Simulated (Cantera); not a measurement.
Charge: 1 mol HI, 0.16 mol H₂, equilibrated at 1.33 mbar.

Equilibrium computed with Cantera from the NASA thermochemical tables; the gas is ideal and each condensed phase is pure. Candidate condensed phases: I₂; 5 gas species. The numbers say what is thermodynamically allowed, not how fast it happens.

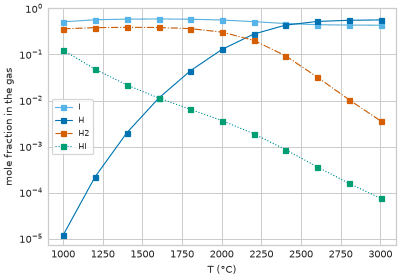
Equilibrium gas composition (values under 1e-9 drawn at 1e-9)

Question: Read off the mole fractions at 1402 °C.

Answer: I about 0.59, H₂ about 0.39, HI about 0.022, H about 0.0020.
